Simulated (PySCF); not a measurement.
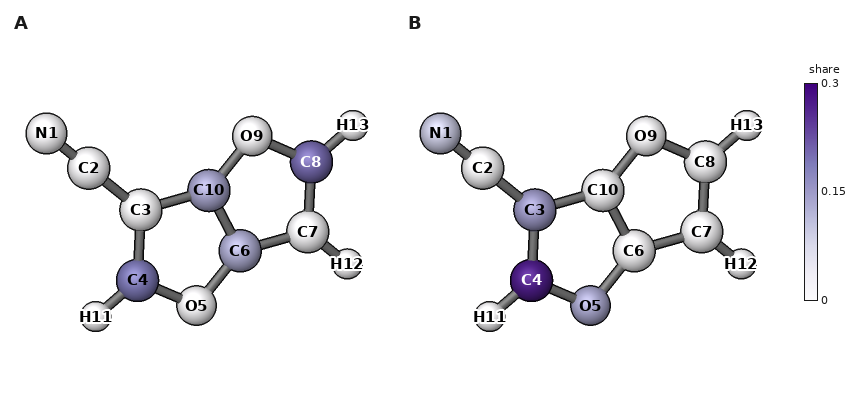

Each panel colours the atoms by their Löwdin share in one orbital (up to four of the largest shares; other atoms are shown as zero). The computed structure is the end point of a GFN2-xTB optimisation. No frequency run is at hand to confirm it as a minimum. Method: ωB97X-D/def2-SVPD (PySCF 2.14.0).

### The panels show the HOMO, LUMO, in some order. Which is which?

A: HOMO, −8.55 eV; C8 0.20, C4 0.19, C10 0.14, C6 0.13
B: LUMO, 0.30 eV; C4 0.27, C3 0.15, O5 0.13, N1 0.09
